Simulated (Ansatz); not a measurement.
# Al2Ru: elastic constants

The task, for Al2Ru: find the equilibrium cell, tighten the relaxation for response calculations and compute the elastic constants.

Program: Ansatz 0.2.0. Level of theory: DFT r2SCAN, scalar-relativistic, plane waves, PAW. These are calculated values, not measurements.

## 1. Starting point

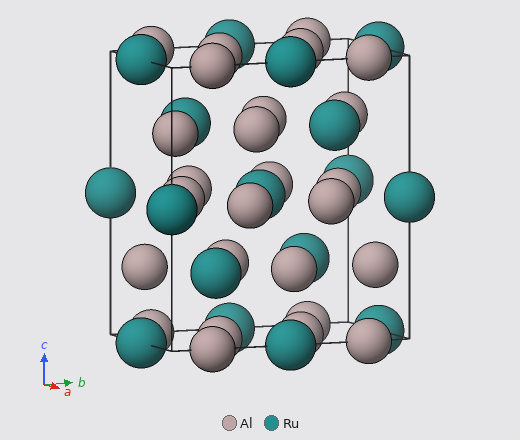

Start, viewed slightly off an axis; aluminium light grey, ruthenium teal. The cell drawn here is the conventional one.

Structure file:

```cif
data_structure
_symmetry_space_group_name_H-M 'Fddd:1'
_symmetry_Int_Tables_number 70
_cell_length_a 4.7049
_cell_length_b 7.9797
_cell_length_c 8.7831
_cell_angle_alpha 90.000
_cell_angle_beta 90.000
_cell_angle_gamma 90.000
_cell_volume 329.75
loop_
_atom_site_label
_atom_site_type_symbol
_atom_site_symmetry_multiplicity
_atom_site_Wyckoff_symbol
_atom_site_fract_x
_atom_site_fract_y
_atom_site_fract_z
_atom_site_occupancy
Al1 Al 16 f 0.75000 0.57906 0.25000 1
Ru1 Ru 8 b 0.75000 0.25000 0.25000 1
```

Source of the structure: the Materials Project (structure only).

## 2. A first look at the start

Input file input.yaml:

```yaml
crystal:
  lattice:
    - [0.0, 3.9898374997, 4.3915250777]
    - [2.3524746913, 0.0, 4.3915250777]
    - [2.3524746913, 3.9898374997, 0.0]
  atoms:
    - { symbol: Al, position: [0.07906103, 0.42093897, 0.07906103] }
    - { symbol: Al, position: [0.42093897, 0.07906103, 0.42093897] }
    - { symbol: Al, position: [0.17093897, 0.82906103, 0.17093897] }
    - { symbol: Al, position: [0.82906103, 0.17093897, 0.82906103] }
    - { symbol: Ru, position: [0.75, 0.75, 0.75] }
    - { symbol: Ru, position: [0.5, 0.5, 0.5] }
basis:
  ecutwfc: 500
kpoints:
  mp_grid: { grid: [6, 6, 6] }
hamiltonian:
  xc: r2scan
scf:
  occupations: { method: gaussian, width: 0.1 }
output:
  forces: true
  stress: true
  eigenvalues: true
```

Started as:

```console
$ ansatz run input.yaml --threads 4 --pin off --max-ram 10240MiB --backend cpu --events-out ev --progress --plain --runs-dir out
```

The log of the run, shortened:

```text
[...]
SCF converged after 7 iterations
Free energy (F): -13947.668301 eV
[...]
E sigma→0 (E₀):  -13947.668121 eV
Entropy (-TS):   -0.000361 eV (-0.060 meV/atom)
Fermi energy:    14.182184 eV
[...]
--- Forces (eV/Å), atoms counted from 1 ---
  atom   1  Al     0.00000000    -0.00309294     0.00000000
  atom   2  Al     0.00000000     0.00309294     0.00000000
  atom   3  Al     0.00000000     0.00309294     0.00000000
  atom   4  Al     0.00000000    -0.00309294     0.00000000
  atom   5  Ru    -0.00000000     0.00000000     0.00000000
  atom   6  Ru     0.00000000     0.00000000     0.00000000
[...]
--- Stress (GPa, compression-positive) ---
        0.081269       0.000000       0.000000
        0.000000      -0.001871       0.000000
        0.000000       0.000000       0.048352
  P = ⅓ Tr σ = 0.0426 GPa (0.426 kbar)
--- Band table (eV; the first three rows and the last of 46) ---
[...]
```

Run time: 4.4 s. Hardware: 4 threads of Arm Neoverse V2, shared host; peak memory 0.72 GiB.

The probe gives pressure 0.0 GPa, largest force 0.00 eV/Å, gap on this mesh 0.17 eV. By this gap the next run takes a mesh of 10×10×10 and a smearing of 0.01 eV.

## 3. The relaxation

Changes to input.yaml since step 2:

```diff
@@ -15,3 +15,3 @@
 kpoints:
-  mp_grid: { grid: [6, 6, 6] }
+  mp_grid: { grid: [10, 10, 10] }
 hamiltonian:
@@ -19,3 +19,3 @@
 scf:
-  occupations: { method: gaussian, width: 0.1 }
+  occupations: { method: gaussian, width: 0.01 }
 output:
@@ -24 +24,10 @@
   eigenvalues: true
+  write_density: true
+  write_potential: true
+  elf: true
+  volumetric_format: npy
+relax:
+  adjacent_minimum: "off"
+  f_tol: 0.005
+  max_steps: 80
+  cell: { stress_tol: 0.05 }
```

Started as:

```console
$ ansatz run input.yaml --threads 4 --pin off --max-ram 10240MiB --backend cpu --events-out ev --progress --plain --runs-dir out
```

The log of the run, shortened:

```text
Warning: RAYON_NUM_THREADS=4 ignored (pool sized by the plan → 4); use --threads N
[...]
Pseudopotentials: kind: paw
Pseudopotential: Al, paw, valence charge 3, recommended cutoff 500 eV (meta_gga), Al.paw.azcp
Pseudopotential: Ru, paw, valence charge 16, recommended cutoff 500 eV (meta_gga), Ru.paw.azcp
Functional definition: r2SCAN
[...]
Crystal: 6 atoms, lattice volume = 82.438 Å³
Basis set: ecut = 500 eV, 2075 PW (Γ), exchange–correlation on 180×160×144 points (64 copies of the dense FFT grid, shifted against one another)
Bands: 28, of which v1, the nominal top of the filled ones, is band 22 counted from 1 (21 counted from 0)
Symmetry: 8 space group operations
Space group: Fddd (ITA 70), of the structure as read, at distance tolerance 4.4e-5 Å
k-points: 171 of 1000
[...]
        0.000000      -0.001228       0.000000
        0.000000       0.000000      -0.002292
  P = ⅓ Tr σ = -0.0115 GPa (-0.115 kbar)
--- Band table (eV; the first three rows and the last of 171) ---
[...]
--- Relaxed structure (2 steps of the walk, 2 accepted, 1 SCFs on fresh bases) ---
  F+E_penalty+E_count = -13947.66827016 eV   max|allowed force component| = 2.448e-3 eV/Å   (the final SCF, on the basis selected at the relaxed cell)
  cell:  # Å, volume = 82.4606 Å³
    - [0.0, 3.989506995516312, 4.391454658435245]
    - [2.3533615911101804, 0.0, 4.391454658435245]
    - [2.3533615911101804, 3.989506995516312, 0.0]
  atoms:
    - { symbol: Al, position: [0.07904595666822872, 0.4209540433317713, 0.07904595666822872] }
    - { symbol: Al, position: [0.4209540433317714, 0.07904595666822861, 0.42095404333177133] }
    - { symbol: Al, position: [0.17095404333177122, 0.8290459566682288, 0.17095404333177122] }
    - { symbol: Al, position: [0.8290459566682288, 0.17095404333177122, 0.8290459566682289] }
    - { symbol: Ru, position: [0.75, 0.75, 0.7500000000000002] }
    - { symbol: Ru, position: [0.5, 0.5, 0.5] }
```

Wall time 37 s (4 threads of Arm Neoverse V2, shared host); peak memory 0.97 GiB.

Step by step:

```
step  energy from step 1 (eV/cell)  largest force component (eV/Å)  pressure (GPa)  volume (Å³)
   1                        0.0000                          0.0018            0.04        82.44
   2                        0.0000                          0.0024           -0.01        82.46
   3                        0.0000                          0.0024           -0.01        82.46
```

Step 1 is the start. Step 3 repeats the geometry before it on a plane-wave basis chosen anew for that cell, so its energy need not be comparable with the rows above.

Lengths and angles in the start's conventional setting:

|  | before | after | change |
| --- | --- | --- | --- |
| a (Å) | 4.705 | 4.707 | 0.0 % |
| b (Å) | 7.980 | 7.979 | 0.0 % |
| c (Å) | 8.783 | 8.783 | 0.0 % |
| volume (Å³/atom) | 13.74 | 13.74 | 0.0 % |
| shortest distance (Å) | 2.570 | 2.570 | 0.0 % |
| space group (0.01 Å) | Fddd | Fddd | same |

Forces and stress were held to the start's 8 operations: a distortion of lower symmetry was not tested.

The maps below are laid out on this run's own conventional cell (a, b, c = 4.707, 7.979, 8.783 Å).

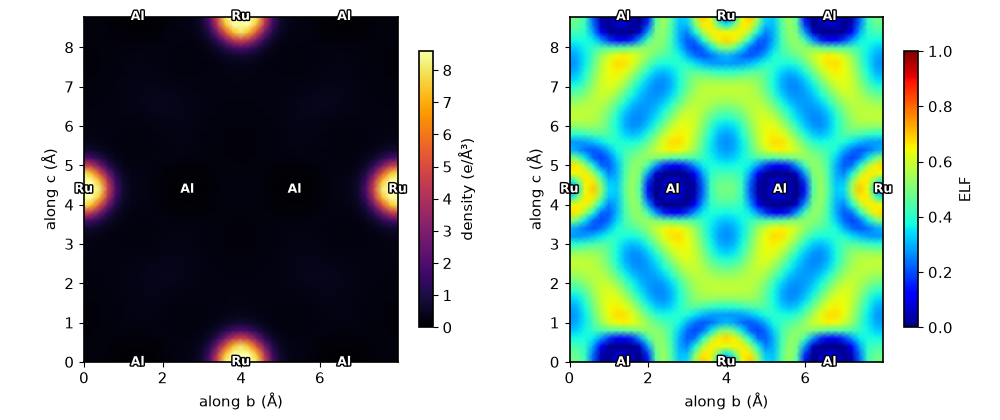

Density (left) and ELF (right) in a lattice plane of the grid's cell (edges 7.98 and 8.78 Å, at 0.000 of the third edge), which holds Al and Ru. Only atoms in the plane are labelled; the density scale stops at 8.59 e/Å³. Both are smooth fields of the valence electrons: close to the nuclei they are not physical.

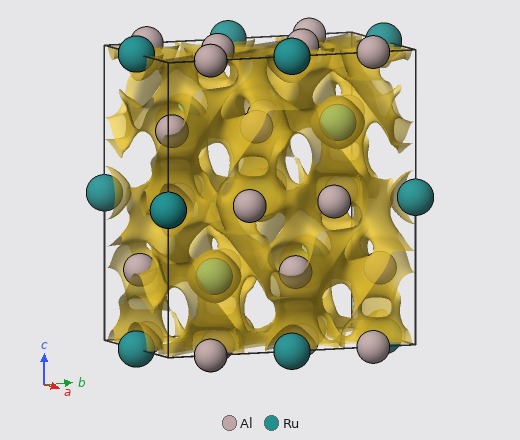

Surface of ELF = 0.52, drawn in one cell.

The highest ELF values outside the cores: 0.69 on the Al–Ru line, 1.0 Å from Al; 0.58 on the Al–Al line, 1.1 Å from Al.

## 4. Tight relaxation for the response runs

Response functions are second derivatives at a minimum, so forces and stress are first brought close to zero on the mesh and occupations that the response runs use.

Input file input.yaml:

```yaml
crystal:
  lattice:
    - [0.0, 3.9895069955, 4.3914546584]
    - [2.3533615911, 0.0, 4.3914546584]
    - [2.3533615911, 3.9895069955, 0.0]
  atoms:
    - { symbol: Al, position: [0.0790459567, 0.4209540433, 0.0790459567] }
    - { symbol: Al, position: [0.4209540433, 0.0790459567, 0.4209540433] }
    - { symbol: Al, position: [0.1709540433, 0.8290459567, 0.1709540433] }
    - { symbol: Al, position: [0.8290459567, 0.1709540433, 0.8290459567] }
    - { symbol: Ru, position: [0.75, 0.75, 0.75] }
    - { symbol: Ru, position: [0.5, 0.5, 0.5] }
basis:
  ecutwfc: 500
kpoints:
  mp_grid: { grid: [10, 10, 10] }
hamiltonian:
  xc: r2scan
scf:
  occupations: { method: gaussian, width: 0.01 }
output:
  forces: true
  stress: true
  eigenvalues: true
relax:
  adjacent_minimum: "off"
  f_tol: 0.001
  max_steps: 60
  cell: { stress_tol: 0.01 }
```

Started as:

```console
$ ansatz run input.yaml --threads 4 --pin off --max-ram 10240MiB --backend cpu --events-out ev --progress --plain --runs-dir out
```

The log of the run, shortened:

```text
Warning: RAYON_NUM_THREADS=4 ignored (pool sized by the plan → 4); use --threads N
[...]
[... 4 set-up lines as earlier in the session ...]
[...]
Crystal: 6 atoms, lattice volume = 82.461 Å³
Basis set: ecut = 500 eV, 2075 PW (Γ), exchange–correlation on 180×160×144 points (64 copies of the dense FFT grid, shifted against one another)
Bands: 28, of which v1, the nominal top of the filled ones, is band 22 counted from 1 (21 counted from 0)
[... 2 set-up lines as earlier in the session ...]
k-points: 171 of 1000
[...]
  P = ⅓ Tr σ = 0.0004 GPa (0.004 kbar)
--- Band table (eV; the first three rows and the last of 171) ---
[...]
--- Relaxed structure (3 steps of the walk, 3 accepted, 1 SCFs on fresh bases) ---
  F+E_penalty+E_count = -13947.66827168 eV   max|allowed force component| = 1.920e-4 eV/Å   (the final SCF, on the basis selected at the relaxed cell)
  cell:  # Å, volume = 82.4562 Å³
    - [-1.3731930294977151e-33, 3.989563853416169, 4.391449863171961]
    - [2.353205962955458, 3.20805560252524e-21, 4.391449863171961]
    - [2.353205962955458, 3.989563853416169, 2.9144238672132672e-21]
  atoms:
    - { symbol: Al, position: [0.07902723332075984, 0.42097276667924016, 0.07902723332075978] }
    - { symbol: Al, position: [0.4209727666792402, 0.07902723332075981, 0.4209727666792401] }
    - { symbol: Al, position: [0.1709727666792401, 0.8290272333207597, 0.17097276667924022] }
    - { symbol: Al, position: [0.8290272333207598, 0.17097276667924005, 0.8290272333207599] }
    - { symbol: Ru, position: [0.7499999999999998, 0.75, 0.7500000000000001] }
    - { symbol: Ru, position: [0.4999999999999999, 0.4999999999999999, 0.5] }
```

Wall time 44 s (4 threads of Arm Neoverse V2, shared host); peak memory 0.96 GiB.

The steps of the relaxation:

| step | energy from step 1 (eV/cell) | largest force component (eV/Å) | pressure (GPa) | volume (Å³) |
| --- | --- | --- | --- | --- |
| 1 | 0.0000 | 0.0024 | -0.01 | 82.46 |
| 2 | 0.0000 | 0.0002 | 0.00 | 82.46 |
| 3 | 0.0000 | 0.0002 | 0.00 | 82.46 |
| 4 | 0.0000 | 0.0002 | 0.00 | 82.46 |

Step 1 is the start. Step 4 repeats the geometry before it on a plane-wave basis chosen anew for that cell, so its energy need not be comparable with the rows above.

Lengths and angles in the start's conventional setting:

|  | before | after | change |
| --- | --- | --- | --- |
| a (Å) | 4.707 | 4.706 | 0.0 % |
| b (Å) | 7.979 | 7.979 | 0.0 % |
| c (Å) | 8.783 | 8.783 | 0.0 % |
| volume (Å³/atom) | 13.74 | 13.74 | 0.0 % |
| shortest distance (Å) | 2.570 | 2.570 | 0.0 % |
| space group (0.01 Å) | Fddd | Fddd | same |

Forces and stress were held to the start's 8 operations: a distortion of lower symmetry was not tested.

(Part 1 of 2 ends here.)
